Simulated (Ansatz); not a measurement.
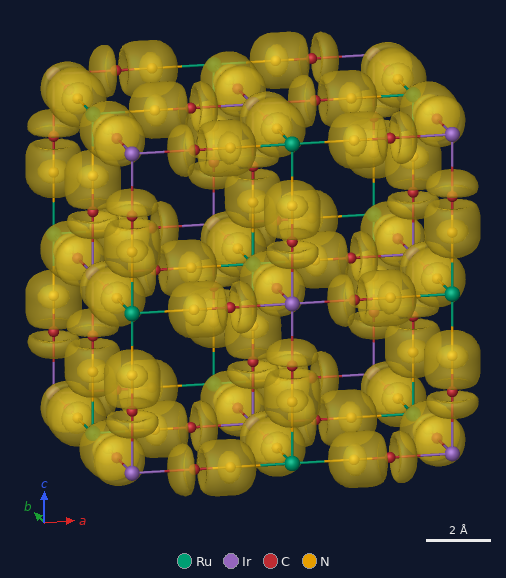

IrRuC₆N₆. Isosurface of the ELF at 0.7 (yellow), seen slightly off an axis. Only the valence region is drawn (cores and ρ < 0.01 e/Å³ removed). Sticks mark near contacts.

Space group Fm-3m; a structure generated by program, which may or may not match a known phase; spin-polarised.

Theory: Ansatz 0.2.0, DFT PBE, scalar-relativistic, plane waves, PAW.

The calculation's input:

```
crystal:
  lattice:
    - [0.0, 5.170586622, 5.170586622]
    - [5.170586622, 0.0, 5.170586622]
    - [5.170586622, 5.170586622, 0.0]
  atoms:
    - { symbol: Ru, position: [0.5, 0.5, 0.5], spin: 0.52 }
    - { symbol: Ir, position: [0.0, 0.0, 0.0] }
    - { symbol: C, position: [0.8056944437, 0.1943055563, 0.1943055563] }
    - { symbol: C, position: [0.1943055563, 0.8056944437, 0.1943055563] }
    - { symbol: C, position: [0.1943055563, 0.1943055563, 0.8056944437] }
    - { symbol: C, position: [0.1943055563, 0.8056944437, 0.8056944437] }
    - { symbol: C, position: [0.8056944437, 0.1943055563, 0.8056944437] }
    - { symbol: C, position: [0.8056944437, 0.8056944437, 0.1943055563] }
    - { symbol: "N", position: [0.6930436007, 0.3069563993, 0.3069563993] }
    - { symbol: "N", position: [0.3069563993, 0.6930436007, 0.3069563993] }
    - { symbol: "N", position: [0.3069563993, 0.3069563993, 0.6930436007] }
    - { symbol: "N", position: [0.3069563993, 0.6930436007, 0.6930436007] }
    - { symbol: "N", position: [0.6930436007, 0.3069563993, 0.6930436007] }
    - { symbol: "N", position: [0.6930436007, 0.6930436007, 0.3069563993] }
basis:
  ecutwfc: 420
kpoints:
  mp_grid: { grid: [6, 6, 6] }
hamiltonian:
  xc: pbe
scf:
  occupations: { method: gaussian, width: 0.1 }
output:
  forces: true
  stress: true
  eigenvalues: true
  populations: true
  write_density: true
  write_potential: true
  elf: true
  volumetric_format: npy
magnetization:
  spin_polarized: true
relax:
  adjacent_minimum: "off"
  f_tol: 0.01
  max_steps: 80
  cell: { stress_tol: 0.05 }
```

Launched as:

```sh
ansatz run input.yaml --threads 1 --pin off --max-ram 2560MiB --backend cpu --events-out ev --progress --plain --runs-dir out
```

Below, planes, directions and counts refer to the conventional cell (a = 10.35 Å, b = 10.35 Å, c = 10.35 Å, α = 90.00°, β = 90.00°, γ = 90.00°).

The fields are those of the run's last geometry, not of the input's.

**Where are the electrons localised?**

The surface consists of 24 lobes of the valence shell of C pointing towards Ir (polar bonds) and 24 regions on N in which the atom's valence shell and bonds are merged, counted in one cell of 56 atoms. Regions shared between cells count once.

Values along the shortest contacts:
C–N (1.17 Å): the ELF peaks at about 0.85 between the atoms. Ru–N (2.00 Å): the ELF peaks at about 0.90 in the valence shell of N, 0.6 Å from its nucleus, and is about 0.20 at the midpoint.
